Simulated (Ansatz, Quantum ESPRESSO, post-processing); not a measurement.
# Cd(0001), 6 layers: vacuum level and surface dipole, part 2 of 2

Wanted: work functions and the surface dipole of Cd(0001), 6 layers at several levels, with their cost.

Quantum ESPRESSO 7.5; plane-wave DFT, PBE, GBRV ultrasoft pseudopotentials; geometry and cross-check by Ansatz 0.2.0 with PAW datasets.

So far. Step 14 (Electrostatic potential): The upper face goes from 3.786 eV (PBE, GBRV) to 3.819 eV, a change of +0.034 eV.

## (15) All levels side by side

All levels:

| level | upper face (eV) | lower face (eV) | dipole (e Å) | CPU time (s) |
| --- | --- | --- | --- | --- |
| QE PBE GBRV, periodic | 3.786 | 3.786 | - | 298.3 |
| QE PBE GBRV, ESM bc1 | 3.784 | 3.784 | - | 694 |
| QE RPBE GBRV ultrasoft, periodic | 3.62 | 3.62 | - | 307.6 |
| QE PBEsol GBRV ultrasoft, periodic | 3.898 | 3.898 | - | 375.5 |
| QE PW91 GBRV ultrasoft, periodic | 3.819 | 3.819 | - | 324.9 |
| Ansatz PBE PAW, sawtooth (time of the whole relaxation) | 3.788 | 3.788 | 3.89e-6 | 84.19 |

The times are CPU seconds on a shared host; the codes use unlike cutoffs, datasets and smearings, so their times compare unlike work.

## (16) Ground state, with K_POINTS = [8, 8, 1]

How much does a setting matter? One run is repeated with a change.

Level of this step: plane-wave DFT, PBE, GBRV ultrasoft pseudopotentials (Quantum ESPRESSO 7.5).

Input file esm.w0.in:

```
&control
  prefix = 'esm.w0'
  outdir = './out'
  pseudo_dir = './pseudo'
  calculation = 'scf'
  tprnfor = .true.
/
&system
  ibrav = 0
  nat = 6
  ntyp = 1
  ecutwfc = 40
  ecutrho = 200
  occupations = 'smearing'
  smearing = 'mv'
  degauss = 0.02
  assume_isolated = 'esm'
  esm_bc = 'bc1'
/
&electrons
  conv_thr = 1e-07
  mixing_beta = 0.4
  electron_maxstep = 120
  mixing_mode = 'local-TF'
/
ATOMIC_SPECIES
  Cd  112.4140  cd_pbe_v1.uspp.F.UPF
CELL_PARAMETERS angstrom
  2.98000000001292 0.00000000000000 0.00000000000000
  1.49000000000646 2.58075570328881 0.00000000000000
  0.00000000000000 0.00000000000000 30.05070000000000
ATOMIC_POSITIONS crystal
  Cd  0.666666666667 0.666666666667 -0.242658684949
  Cd  -0.000000000000 0.000000000000 -0.145532347263
  Cd  0.666666666667 0.666666666667 -0.046756642266
  Cd  0.000000000000 0.000000000000 0.046756653534
  Cd  0.666666666667 0.666666666667 0.145532358610
  Cd  -0.000000000000 0.000000000000 0.242658684949
K_POINTS automatic
  8 8 1 0 0 0
```

The run is started by

```console
> OMP_NUM_THREADS=1 mpirun -n 4 pw.x -nk 4 -in esm.w0.in > esm.w0.out
```

Elapsed: 89 s, on 4 MPI ranks of Intel Xeon Platinum 8259CL at 2.50GHz (Skylake/Cascade Lake), shared host; peak memory 0.52 GiB; 5.9 min of CPU time.

The changed values were drawn from a wide range, not chosen for quality; the comparison shows what they did here together.

Beside the run it was changed from:

```
                                                           quantity   this run  unchanged run  difference
vacuum line at the upper end of the cell, over the Fermi level (eV)      3.856          3.784       0.072
vacuum line at the lower end of the cell, over the Fermi level (eV)      3.856          3.784       0.072
                                                   free energy (eV)  -9365.091      -9365.241        0.15
                                                      wall time (s)         89            174            
                                                     SCF iterations         15             18
```

The free energy moves by +25 meV an atom.

Levels move by up to 72 meV, so the change matters at the level of the results.

## (17) Self-consistent run, with K_POINTS = [12, 12, 2]

One more run, with a changed input.

Input file esm.bad.in:

```
&control
  prefix = 'esm.bad'
  outdir = './out'
  pseudo_dir = './pseudo'
  calculation = 'scf'
  tprnfor = .true.
/
&system
  ibrav = 0
  nat = 6
  ntyp = 1
  ecutwfc = 40
  ecutrho = 200
  occupations = 'smearing'
  smearing = 'mv'
  degauss = 0.02
  assume_isolated = 'esm'
  esm_bc = 'bc1'
/
&electrons
  conv_thr = 1e-07
  mixing_beta = 0.4
  electron_maxstep = 50
  mixing_mode = 'local-TF'
/
ATOMIC_SPECIES
  Cd  112.4140  cd_pbe_v1.uspp.F.UPF
CELL_PARAMETERS angstrom
  2.98000000001292 0.00000000000000 0.00000000000000
  1.49000000000646 2.58075570328881 0.00000000000000
  0.00000000000000 0.00000000000000 30.05070000000000
ATOMIC_POSITIONS crystal
  Cd  0.666666666667 0.666666666667 -0.242658684949
  Cd  -0.000000000000 0.000000000000 -0.145532347263
  Cd  0.666666666667 0.666666666667 -0.046756642266
  Cd  0.000000000000 0.000000000000 0.046756653534
  Cd  0.666666666667 0.666666666667 0.145532358610
  Cd  -0.000000000000 0.000000000000 0.242658684949
K_POINTS automatic
  12 12 2 0 0 0
```

The run is started by

```console
> OMP_NUM_THREADS=1 mpirun -n 4 pw.x -nk 4 -in esm.bad.in > esm.bad.out
```

Wall time 0.92 s (4 MPI ranks); peak memory 0.11 GiB.

The program refused the input before any cycle.

The program's message: “Error in routine esm_check (2): incorrect k-point for ESM”

The change that led to it: K_POINTS = [12, 12, 2].

The message: “esm_check (2): incorrect k-point for ESM”. ESM wants the slab about z = 0 inside the cell and no k-points along the normal.

## (18) A check by hand

In the first self-consistent run, on its own zero, the Fermi level is 4.952 eV and the upper vacuum level 8.738 eV: φ = 8.738 − (4.952) = 3.786 eV.

## (19) Outcome

| Quantity | Value |
| --- | --- |
| work function of the upper face, PBE, GBRV | 3.79 eV |
| work function of the lower face, PBE, GBRV | 3.79 eV |
| upper face by ESM | 3.78 eV |
| upper face by Ansatz | 3.79 eV |

At the first level (PBE, GBRV ultrasoft) the work function comes to 3.79 eV on both faces. ESM differs from the periodic treatment by -2 meV on the upper face and -2 meV on the lower. Over the levels tried the upper face spans 3.62 eV (QE RPBE GBRV ultrasoft, periodic) to 3.90 eV (QE PBEsol GBRV ultrasoft, periodic). Quantum ESPRESSO and Ansatz give 3.79 and 3.79 eV for the upper face, which agree. Ansatz ran with Fermi-Dirac smearing of 0.1 eV against cold smearing of 0.02 Ry, which alone can move a level by some tens of meV. With 12×12 points and so few layers the values hold to some 0.05 to 0.1 eV. The slab is cut at a tabulated measured bulk lattice constant, given to two decimals.

Comparison with the measured values:

| quantity | measured | QE PBE GBRV | QE PBE GBRV, ESM bc1 | QE RPBE GBRV | QE PBEsol GBRV | QE PW91 GBRV | Ansatz PBE PAW |
| --- | --- | --- | --- | --- | --- | --- | --- |
| work function, loosely compared (polycrystalline sample, no single face) (eV) | 4.08 | 3.79 (-0.29 eV) | 3.78 (-0.30 eV) | 3.62 (-0.46 eV) | 3.90 (-0.18 eV) | 3.82 (-0.26 eV) | 3.79 (-0.29 eV) |

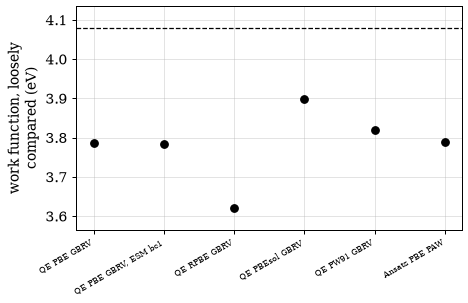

The work function, loosely compared by level; the dashed line is the measured value.

Measured values from arxiv:1902.07811 (2019).

How well it matches: For the work function, set beside that of the polycrystal,, of the levels listed nearest comes QE PBEsol GBRV (-0.18 eV) and farthest QE RPBE GBRV (-0.46 eV). A polycrystal averages over faces, so this is a loose comparison.

[Logs are printed without paths, hosts, clocks, repeated set-up lines and the standing remarks that a program may print on its own settings, such as how far it seeks lower states.]

[Hosts, paths, dates, database ids (printed as entryN), source tags and the programs' standing remarks are cut or masked in the printed files.]

[Maps of the electrostatic potential energy from Ansatz leave out the sawtooth potential of an applied field or a dipole correction, so their vacuum need not be flat; planar profiles and work functions include it.]
